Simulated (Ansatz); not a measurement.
# Si₂AsH₇: up Jacob's ladder to CCSD(T), part 2 of 2

Ansatz 0.2.0, Gaussian basis; functionals in def2-TZVPP, the program's frozen cores in correlated methods. The steps go on from the part before.

### Step 16. ωB97X-V (range-separated)

in.yaml

```yaml
crystal:
  periodic: [false, false, false]
  atoms:
    - {symbol: Si, position_ang: [-1.059926, 0.881150, -1.025995]}
    - {symbol: As, position_ang: [0.761355, -0.616339, -1.136800]}
    - {symbol: Si, position_ang: [0.753854, -1.008186, 1.190902]}
    - {symbol: H, position_ang: [-2.288308, 0.077959, -0.791257]}
    - {symbol: H, position_ang: [-1.184501, 1.585921, -2.328338]}
    - {symbol: H, position_ang: [-0.925772, 1.887274, 0.060217]}
    - {symbol: H, position_ang: [1.786272, 0.504901, -1.019816]}
    - {symbol: H, position_ang: [-0.410206, -1.880602, 1.495736]}
    - {symbol: H, position_ang: [2.003357, -1.721072, 1.563528]}
    - {symbol: H, position_ang: [0.647076, 0.237894, 1.994723]}
basis:
  gaussian: {orbitals: def2-TZVPP}
hamiltonian: {xc: {name: wB97X-V}}
output: {orbitals: {seedname: orbitals}}
```

Command:

```
ansatz run in.yaml --threads 4 --pin off --events-out ev --progress --plain --max-ram 10444MiB
```

The log of the run:

```text
Functional definition: wB97X-V
  name "wB97X-V"
  cite "Mardirossian & Head-Gordon, Phys. Chem. Chem. Phys. 16, 9904 (2014) doi:10.1039/C3CP54374A"
  cite "Becke, J. Chem. Phys. 107, 8554 (1997) doi:10.1063/1.475007"
  cite "Vydrov & Van Voorhis, J. Chem. Phys. 133, 244103 (2010) doi:10.1063/1.3521275"
  parameter omega = 0.3/bohr
  parameter cx = 0.167
  parameter cx1 = 0.603
  parameter cx2 = 1.194
  parameter css0 = 0.556
  parameter css1 = -0.257
  parameter cos0 = 1.219
  parameter cos1 = -1.850
  parameter b = 6.0
  parameter c = 0.01
  exchange = spin_sum(e_x_unif_sr(omega)*poly(b97_u_x, 1 - cx, cx1, cx2)) + cx*exact_x_sr(omega) + exact_x_lr(omega)
  correlation = spin_sum(e_c_pw_same_spin*poly(b97_u_same, css0, css1))
      + integral(e_c_pw_opposite_spin*poly(b97_u_opposite, cos0, cos1)) + vv10(b, c)
1404 factors; their error is unknown
312 factors; integrals over basis functions are off by at most 1.1e-5 eV
mean field evaluation 1: about -76702.6145 eV, gradient 1.3e1 eV
mean field evaluation 2: about -76703.0820 eV, gradient 7.7e0 eV
mean field evaluation 4: about -76703.1559 eV, gradient 3.6e-1 eV
mean field evaluation 8: about -76703.1662 eV, gradient 2.9e-2 eV
mean field evaluation 16: about -76703.3387 eV, gradient 2.3e-5 eV
mean field -76703.33867950 eV, -2818.7957050813 hartree, gradient 2.3e-5 eV, S^2 0.000000; 0 other end points of the search recorded, 0 dependent functions left out
reference -76703.33867713 eV, -2818.7957049943 hartree; 34, 34 occupied and 196, 196 virtual orbitals, 1404 factors
Total energy: -76703.33867713 eV, -2818.7957049943 hartree
```

Wall time 6.5 s (4 threads of Arm Neoverse V2, shared host); peak memory 0.76 GiB.

Atomisation energy: 667.5 kcal/mol (free atoms -76674.395 eV, run apart). HOMO -9.59 eV, LUMO 1.85 eV.

### Step 17. ωB97M-V (range-separated)

in.yaml, as its differences from that of step 16:

```diff
@@ -15,3 +15,3 @@
   gaussian: {orbitals: def2-TZVPP}
-hamiltonian: {xc: {name: wB97X-V}}
-output: {orbitals: {seedname: orbitals}}
+hamiltonian: {xc: {name: wB97M-V}}
+output: {forces: true, orbitals: {seedname: orbitals}}
```

The command is unchanged.

The log of the run (excerpt; [...] marks lines left out):

```text
Functional definition: wB97M-V
  name "wB97M-V"
  cite "Mardirossian & Head-Gordon, J. Chem. Phys. 144, 214110 (2016) doi:10.1063/1.4952647"
  cite "Becke, J. Chem. Phys. 107, 8554 (1997) doi:10.1063/1.475007"
  cite "Vydrov & Van Voorhis, J. Chem. Phys. 133, 244103 (2010) doi:10.1063/1.3521275"
  # Of w^i u^j: cxij and so on, Table III.
[...]
  gx(w, u) = 1 - cx + cx01*u + cx10*w
[...]
Atom 6 at     1.786272     0.504901    -1.019816 Å, force    -0.071010    -0.071671    -0.003092 eV/Å
Atom 7 at    -0.410206    -1.880602     1.495736 Å, force     0.128778     0.101671    -0.031776 eV/Å
Atom 8 at     2.003357    -1.721072     1.563528 Å, force    -0.150989     0.086307    -0.042947 eV/Å
Atom 9 at     0.647076     0.237894     1.994723 Å, force     0.008421    -0.142059    -0.103057 eV/Å
Dipole moment:     0.011593     0.064387     0.045335 e Å
```

Wall time 9 s (4 threads of Arm Neoverse V2, shared host); peak memory 0.86 GiB.

With the free atoms at this level, -76677.629 eV in sum, the atomisation energy is 657.6 kcal/mol. HOMO -9.46 eV, LUMO 1.54 eV.

### Step 18. B2PLYP (double hybrid)

in.yaml, as its differences from that of step 17:

```diff
@@ -15,3 +15,2 @@
   gaussian: {orbitals: def2-TZVPP}
-hamiltonian: {xc: {name: wB97M-V}}
-output: {forces: true, orbitals: {seedname: orbitals}}
+hamiltonian: {xc: {name: B2PLYP}}
```

Launched as before.

The log of the run (excerpt; [...] marks lines left out):

```text
Functional definition: B2PLYP
  name "B2PLYP"
  cite "Grimme, J. Chem. Phys. 124, 034108 (2006) doi:10.1063/1.2148954"
  cite "Becke, Phys. Rev. A 38, 3098 (1988) doi:10.1103/PhysRevA.38.3098"
  cite "Lee, Yang & Parr, Phys. Rev. B 37, 785 (1988) doi:10.1103/PhysRevB.37.785"
[...]
1330 factors; integrals over basis functions are off by at most 1.1e-3 eV
[...]
mean field -76689.59625980 eV, -2818.2906804722 hartree, gradient 6.2e-6 eV, S^2 0.000000; 0 other end points of the search recorded, 0 dependent functions left out
19 core orbitals not correlated: weight in the atoms' cores, before any rotation towards them, 1.000 or more for the frozen orbitals, at most 0.000 for the correlated occupied ones
reference -76689.59644986 eV, -2818.2906874570 hartree; 15, 15 occupied and 196, 196 virtual orbitals, 1330 factors
second order -17.84314885 eV of doubles, -0.00000000 eV of singles
Total energy: -76694.41410005 eV, -2818.4677328360 hartree
```

Wall time 3.7 s (4 threads of Arm Neoverse V2, shared host); peak memory 0.57 GiB.

Atomisation energy: 647.2 kcal/mol (free atoms -76666.347 eV, run apart).

### Step 19. PBE-QIDH (double hybrid)

in.yaml, as its differences from that of step 18:

```diff
@@ -15,2 +15,2 @@
   gaussian: {orbitals: def2-TZVPP}
-hamiltonian: {xc: {name: B2PLYP}}
+hamiltonian: {xc: {name: PBE-QIDH}}
```

The command is unchanged.

The log of the run (excerpt; [...] marks lines left out):

```text
Functional definition: PBE-QIDH
  name "PBE-QIDH"
  cite "Brémond, Sancho-García, Pérez-Jiménez & Adamo, J. Chem. Phys. 141, 031101 (2014) doi:10.1063/1.4890314"
  cite "Perdew, Burke & Ernzerhof, Phys. Rev. Lett. 77, 3865 (1996) doi:10.1103/PhysRevLett.77.3865"
[...]
1330 factors; integrals over basis functions are off by at most 1.1e-3 eV
[...]
mean field -76678.30393190 eV, -2817.8756950762 hartree, gradient 5.4e-6 eV, S^2 0.000000; 0 other end points of the search recorded, 0 dependent functions left out
19 core orbitals not correlated: weight in the atoms' cores, before any rotation towards them, 1.000 or more for the frozen orbitals, at most 0.000 for the correlated occupied ones
reference -76678.30394674 eV, -2817.8756956214 hartree; 15, 15 occupied and 196, 196 virtual orbitals, 1330 factors
second order -16.56354786 eV of doubles, -0.00000000 eV of singles
Total energy: -76683.82512936 eV, -2818.0785953403 hartree
```

Run time: 3.8 s. Hardware: 4 threads of Arm Neoverse V2, shared host; peak memory 0.57 GiB.

Atomisation energy: 645.8 kcal/mol (free atoms -76655.819 eV, run apart).

### Step 20. Orbital energies across the functionals

Dipoles come from the runs that computed forces. Levels, from each run's orbital file:

| functional | HOMO (eV) | LUMO (eV) | gap (eV) | dipole (D) |
| --- | --- | --- | --- | --- |
| LDA (SPW92) | -6.52 | -1.15 | 5.37 |  |
| PBE-D4 | -6.41 | -0.90 | 5.51 | 0.32 |
| revPBE-D4 | -6.37 | -0.80 | 5.57 |  |
| BLYP-D4 | -6.25 | -0.76 | 5.49 |  |
| r2SCAN-D4 | -6.66 | -0.57 | 6.09 | 0.42 |
| B97M-V | -6.76 | -0.72 | 6.04 |  |
| PBE0-D4 | -7.43 | -0.09 | 7.34 |  |
| B3LYP-D4 | -7.22 | -0.28 | 6.93 | 0.33 |
| r2SCANh-D4 | -7.03 | -0.29 | 6.74 |  |
| r2SCAN0-D4 | -7.59 | 0.11 | 7.70 |  |
| HSE06-D4 | -7.04 | -0.46 | 6.58 |  |
| BHLYP-D4 | -8.30 | 0.76 | 9.06 |  |
| CAM-B3LYP-D4 | -8.62 | 0.87 | 9.49 |  |
| LC-ωPBE | -9.90 | 1.97 | 11.87 |  |
| ωB97X-V | -9.59 | 1.85 | 11.44 |  |
| ωB97M-V | -9.46 | 1.54 | 10.99 | 0.38 |

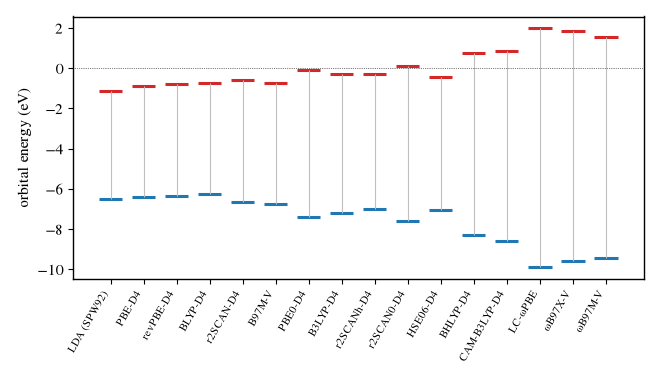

Highest occupied (blue) and lowest empty (red) level by functional.

### Step 21. CCSD(T) in def2-SVP

in.yaml, as its differences from that of step 19:

```diff
@@ -14,3 +14,3 @@
 basis:
-  gaussian: {orbitals: def2-TZVPP}
-hamiltonian: {xc: {name: PBE-QIDH}}
+  gaussian: {orbitals: def2-SVP}
+correlation: {method: ccsd_t}
```

Same command.

The log of the run (excerpt; [...] marks lines left out):

```text
Functional definition: HF
  name "HF"
  cite "Fock, Z. Phys. 61, 126 (1930) doi:10.1007/BF01340294"
  parent pbe
[...]
1008 factors; integrals over basis functions are off by at most 1.2e-3 eV
[...]
mean field -76618.65835881 eV, -2815.6837606943 hartree, gradient 1.6e-6 eV, S^2 0.000000; 0 other end points of the search recorded, 0 dependent functions left out
19 core orbitals not correlated: weight in the atoms' cores, before any rotation towards them, 1.000 or more for the frozen orbitals, at most 0.000 for the correlated occupied ones
reference -76618.65835881 eV, -2815.6837606943 hartree; 15, 15 occupied and 69, 69 virtual orbitals, 1008 factors
second order -12.18266038 eV of doubles, -0.00000000 eV of singles
cycle   1  -13.04501340 eV  change   -8.6e-1 eV  update   9.1e-2
[...]
cycle   9  -13.59747369 eV  change    7.4e-7 eV  update   9.5e-6
perturbative correction -0.37588531 eV, -0.0138135304 hartree
Total energy: -76632.63171780 eV, -2816.1972721659 hartree
```

Wall time 2.6 s (4 threads of Arm Neoverse V2, shared host); peak memory 0.38 GiB.

### Step 22. CCSD(T) in def2-TZVPP

in.yaml, as its differences from that of step 21:

```diff
@@ -14,3 +14,4 @@
 basis:
-  gaussian: {orbitals: def2-SVP}
+  gaussian: {orbitals: def2-TZVPP}
 correlation: {method: ccsd_t}
+output: {orbitals: {seedname: orbitals}}
```

The command is unchanged.

The log of the run (excerpt; [...] marks lines left out):

```text
Functional definition: HF
  name "HF"
  cite "Fock, Z. Phys. 61, 126 (1930) doi:10.1007/BF01340294"
  parent pbe
[...]
1330 factors; integrals over basis functions are off by at most 1.1e-3 eV
[...]
mean field -76631.89027141 eV, -2816.1700245135 hartree, gradient 2.7e-6 eV, S^2 0.000000; 0 other end points of the search recorded, 0 dependent functions left out
19 core orbitals not correlated: weight in the atoms' cores, before any rotation towards them, 1.000 or more for the frozen orbitals, at most 0.000 for the correlated occupied ones
reference -76631.89027141 eV, -2816.1700245135 hartree; 15, 15 occupied and 196, 196 virtual orbitals, 1330 factors
second order -14.58169043 eV of doubles, -0.00000000 eV of singles
cycle   1  -15.39083797 eV  change   -8.1e-1 eV  update   9.7e-2
[...]
cycle   9  -15.99099886 eV  change    1.7e-6 eV  update   1.4e-5
perturbative correction -0.57895112 eV, -0.0212760611 hartree
Total energy: -76648.46022139 eV, -2816.7789589437 hartree
```

It took 67 s on 4 threads of Arm Neoverse V2, shared host; peak memory 3.5 GiB.

### Step 23. MP2 in def2-QZVPP

in.yaml, as its differences from that of step 22:

```diff
@@ -14,4 +14,3 @@
 basis:
-  gaussian: {orbitals: def2-TZVPP}
-correlation: {method: ccsd_t}
-output: {orbitals: {seedname: orbitals}}
+  gaussian: {orbitals: "def2-QZVPP.json"}
+correlation: {method: mp2}
```

The command is unchanged.

The log of the run (excerpt; [...] marks lines left out):

```text
Functional definition: HF
  name "HF"
  cite "Fock, Z. Phys. 61, 126 (1930) doi:10.1007/BF01340294"
  parent pbe
[...]
2618 factors; integrals over basis functions are off by at most 9.6e-4 eV
[...]
mean field -76633.60835404 eV, -2816.2331628857 hartree, gradient 1.7e-6 eV, S^2 0.000000; 0 other end points of the search recorded, 0 dependent functions left out
19 core orbitals not correlated: weight in the atoms' cores, before any rotation towards them, 1.000 or more for the frozen orbitals, at most 0.000 for the correlated occupied ones
reference -76633.60835404 eV, -2816.2331628857 hartree; 15, 15 occupied and 405, 405 virtual orbitals, 2618 factors
second order -22.80526210 eV of doubles, -0.00000000 eV of singles
Total energy: -76656.41361614 eV, -2817.0712408099 hartree
```

Wall time 17 s (4 threads of Arm Neoverse V2, shared host); peak memory 2.4 GiB.

Energy pieces by basis (eV):

| basis | HF | MP2 correlation | CCSD correlation | (T) | total |
| --- | --- | --- | --- | --- | --- |
| def2-SVP | -76618.6584 | -12.1827 | -13.5975 | -0.3759 | -76632.6317 |
| def2-TZVPP | -76631.8903 | -14.5817 | -15.9910 | -0.5790 | -76648.4602 |
| def2-QZVPP | -76633.6084 | -22.8053 |  |  | -76656.4136 (MP2) |

The report of the def2-TZVPP run gives T1 = 0.0116.

### Step 24. The basis-set limit

This step is arithmetic on the last runs, with X = 3 and 4: exp(−7.88√X) for Hartree-Fock, X^−2.97 for correlation; only MP2 was run in the larger set, so CCSD(T) minus MP2 is added from the smaller one.

| level | energy at the limit (eV) |
| --- | --- |
| HF | -76633.8450 |
| MP2 | -76662.7418 |
| CCSD | -76664.1511 |
| CCSD(T) | -76664.7301 |

This is no true limit for total energies: MP2 correlation changes by a factor of 1.56 from triple to quadruple zeta (about 1.07 in light molecules), because outer-core shells are correlated in sets not made for them. Much of that cancels between molecule and atoms or ions.

### Step 25. RPA on PBE orbitals

in.yaml, as its differences from that of step 23:

```diff
@@ -14,3 +14,4 @@
 basis:
-  gaussian: {orbitals: "def2-QZVPP.json"}
-correlation: {method: mp2}
+  gaussian: {orbitals: def2-TZVPP}
+hamiltonian: {xc: pbe}
+correlation: {method: rpa}
```

Launched as before.

The log of the run (excerpt; [...] marks lines left out):

```text
Functional definition: PBE
  name "PBE"
  cite "Perdew, Burke & Ernzerhof, Phys. Rev. Lett. 77, 3865 (1996) doi:10.1103/PhysRevLett.77.3865"
  parent pbe
[...]
1330 factors; integrals over basis functions are off by at most 1.1e-3 eV
[...]
mean field -76693.63347827 eV, -2818.4390455145 hartree, gradient 2.0e-6 eV, S^2 0.000000; 0 other end points of the search recorded, 0 dependent functions left out
19 core orbitals not correlated: weight in the atoms' cores, before any rotation towards them, 1.000 or more for the frozen orbitals, at most 0.000 for the correlated occupied ones
reference -76630.32531469 eV, -2816.1125134149 hartree; 15, 15 occupied and 196, 196 virtual orbitals, 1330 factors
Total energy: -76656.63937228 eV, -2817.0795371949 hartree
```

Run time: 3.7 s. Hardware: 4 threads of Arm Neoverse V2, shared host; peak memory 0.48 GiB.

RPA correlation: -26.314 eV. No RPA run of the hydrogen atom was made, so RPA has no atomisation energy below.

### Step 26. All levels against the reference

Free atoms (2 Si, 1 As, 7 H) were run apart at each level; the atomisation energy is their sum less the molecule, without zero-point or spin-orbit terms.

Differences are taken before rounding.

| method | rung | atoms, summed (eV) | atomisation energy (kcal/mol) | from CCSD(T)/CBS (kcal/mol) | time |
| --- | --- | --- | --- | --- | --- |
| LDA (SPW92) | LDA | -76525.332 | 727.8 | +68.6 | 1.1 s |
| PBE-D4 | GGA | -76665.723 | 649.4 | -9.8 | 2 s |
| revPBE-D4 | GGA | -76676.064 | 641.6 | -17.6 | 1.7 s |
| BLYP-D4 | GGA | -76684.253 | 652.5 | -6.7 | 1.6 s |
| r2SCAN-D4 | meta-GGA | -76681.181 | 657.5 | -1.7 | 4 s |
| B97M-V | meta-GGA | -76667.394 | 663.0 | +3.8 | 7 s |
| PBE0-D4 | hybrid | -76669.312 | 648.2 | -11.0 | 2.7 s |
| B3LYP-D4 | hybrid | -76685.713 | 660.3 | +1.1 | 3.6 s |
| r2SCANh-D4 | hybrid | -76681.042 | 655.7 | -3.5 | 4.4 s |
| r2SCAN0-D4 | hybrid | -76680.852 | 653.4 | -5.8 | 4.5 s |
| HSE06-D4 | hybrid | -76668.969 | 648.0 | -11.2 | 2.9 s |
| BHLYP-D4 | hybrid | -76682.875 | 654.1 | -5.1 | 2.5 s |
| CAM-B3LYP-D4 | range-separated | -76686.470 | 659.9 | +0.7 | 2.8 s |
| LC-ωPBE | range-separated | -76670.457 | 642.7 | -16.5 | 1.9 s |
| ωB97X-V | range-separated | -76674.395 | 667.5 | +8.2 | 6.5 s |
| ωB97M-V | range-separated | -76677.629 | 657.6 | -1.6 | 9 s |
| B2PLYP | double hybrid | -76666.347 | 647.2 | -12.0 | 3.7 s |
| PBE-QIDH | double hybrid | -76655.819 | 645.8 | -13.4 | 3.8 s |
| HF/def2-TZVPP | wavefunction | -76610.788 | 486.6 | -172.6 |  |
| MP2/def2-TZVPP | wavefunction | -76619.164 | 629.7 | -29.5 |  |
| CCSD/def2-TZVPP | wavefunction | -76620.320 | 635.6 | -23.6 |  |
| CCSD(T)/def2-SVP | wavefunction | -76606.299 | 607.3 | -51.9 | 2.6 s |
| CCSD(T)/def2-TZVPP | wavefunction | -76620.627 | 641.8 | -17.4 | 67 s |
| MP2/CBS | wavefunction | -76634.681 | 647.1 | -12.1 |  |
| CCSD(T)/CBS | wavefunction | -76636.144 | 659.2 | 0 | 84 s |

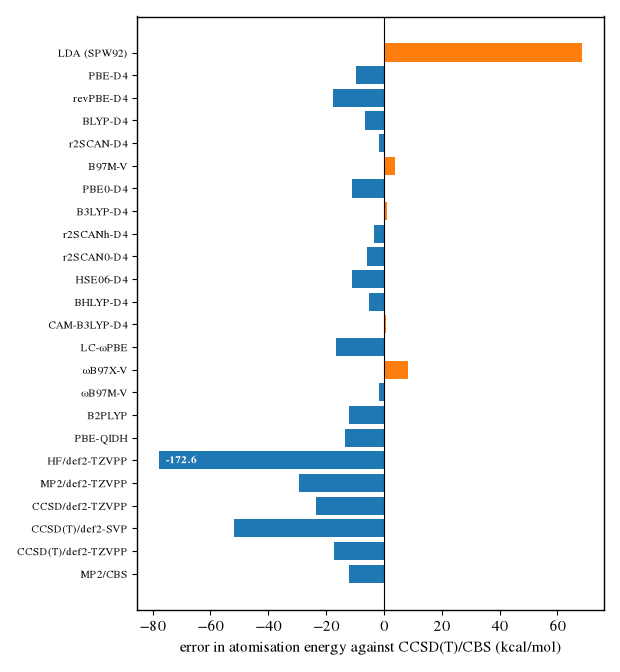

Error of each method against CCSD(T)/CBS. Bars with a number in them are cut short.

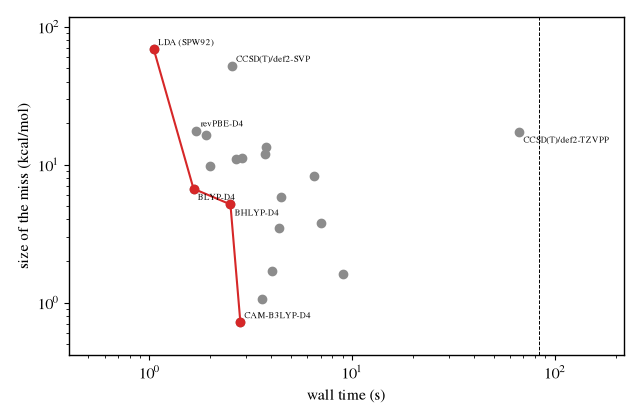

Miss against cost. Red marks the levels that no quicker level drawn beats (of those quicker than the yardstick), and the dashed line is the time of CCSD(T)/CBS. Only those levels and the largest misses are named. Times are from a shared host.

LDA (SPW92), LC-ωPBE, B2PLYP, PBE-QIDH carry no dispersion term (for B3LYP, D4 adds 9.4 kcal/mol).

Times are those of the molecule's run; HF, MP2 and CCSD come out of the CCSD(T) runs, and the limit's time is the sum of the runs that it needs.

### Step 27. Outcome

This closing draws on all 2 parts.

```
                               quantity                                                                                 value
        atomisation energy, CCSD(T)/CBS                                                                        659.2 kcal/mol
functionals within 6.6 kcal/mol (1.0 %)  r2SCAN-D4, B97M-V, B3LYP-D4, r2SCANh-D4, r2SCAN0-D4, BHLYP-D4, CAM-B3LYP-D4, ωB97M-V
                    farthest beyond LDA                                                            revPBE-D4 (-17.6 kcal/mol)
                mean size of error, GGA                                                                         11.4 kcal/mol
           mean size of error, meta-GGA                                                                          2.7 kcal/mol
             mean size of error, hybrid                                                                          6.3 kcal/mol
    mean size of error, range-separated                                                                          6.8 kcal/mol
      mean size of error, double hybrid                                                                         12.7 kcal/mol
              gap, smallest and largest                                             5.37 eV (LDA (SPW92)), 11.87 eV (LC-ωPBE)
                          T1 diagnostic                                                                                0.0116
triples share of the correlation energy                                                                                 3.5 %
```

**Reading.** The LDA atomisation energy is off by 68.6 kcal/mol (10 %): it overbinds. PBE-D4 misses by -9.8 kcal/mol. Double hybrids carry the basis error of their MP2 part in triple zeta, and no dispersion term here, so their miss is partly the set-up's. The rungs meta-GGA, hybrid miss on average by less than the doubt on the reference (6.6 kcal/mol), so they tie. Misses under about 6.6 kcal/mol are within the doubt on the reference itself, which lacks core-valence correlation, relativity and higher excitations, and its outer-core shells are covered unevenly. Hartree-Fock recovers 74 % of the binding; the rest is correlation. CCSD(T) in def2-SVP is off by -51.9 kcal/mol, more than most functionals: a good method in a small basis is no reference. The gap grows from 5.4 to 11.9 eV across the functionals, mostly with the share of exact exchange. Correlated methods include outer-core shells of As, which these sets cover unevenly.

For cost: CAM-B3LYP-D4 gets within 0.7 kcal/mol in 2.8 s, where CCSD(T)/CBS took 84 s; the quickest level in the cost chart, LDA (SPW92), takes 1.1 s and misses by 68.6 kcal/mol.
